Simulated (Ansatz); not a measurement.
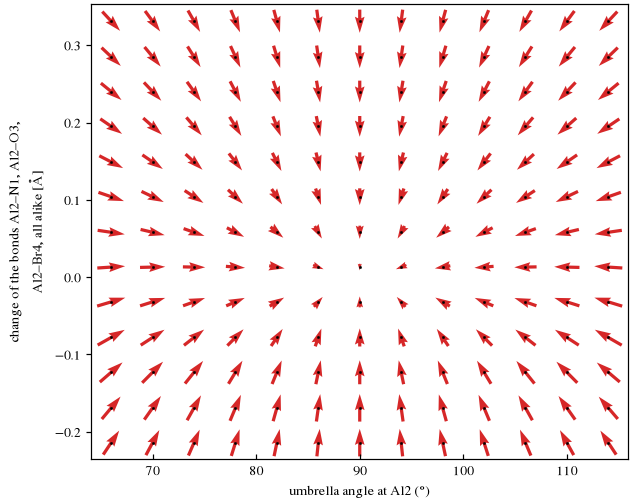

AlBrH₂NO, SMILES [NH2][Al]([O-])[Br], charge −1. The first coordinate is: umbrella angle at Al2 (between each of its bonds and their common axis; 90 is planar); the second: change of the bonds Al2–N1, Al2–O3, Al2–Br4, all alike. Nothing is relaxed (all other coordinates rigid). Grid: 13 × 13 points; 100 points were computed and 69 follow by symmetry. Points are written as (first, second). Level of theory: RKS wB97M-V/def2-SVPD in Ansatz.

In the figure: dots at the grid points, arrows along the force (downhill), their lengths compressed.

The arrows alone are given. Where is the energy lowest?

The arrows converge at about (90°, 0.000 Å) (read from the interpolated surface).

The energy map of the same scan:

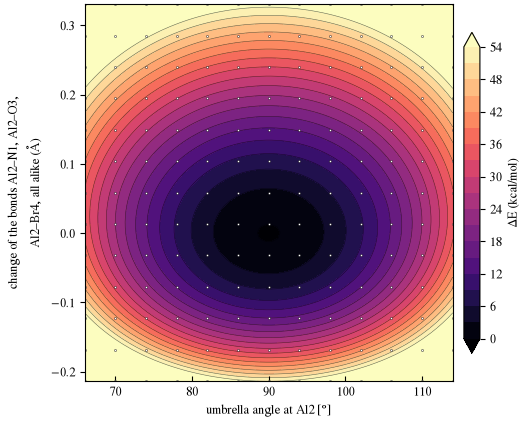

Energies are in kcal/mol, from the lowest grid point; between grid points the surface is interpolated.
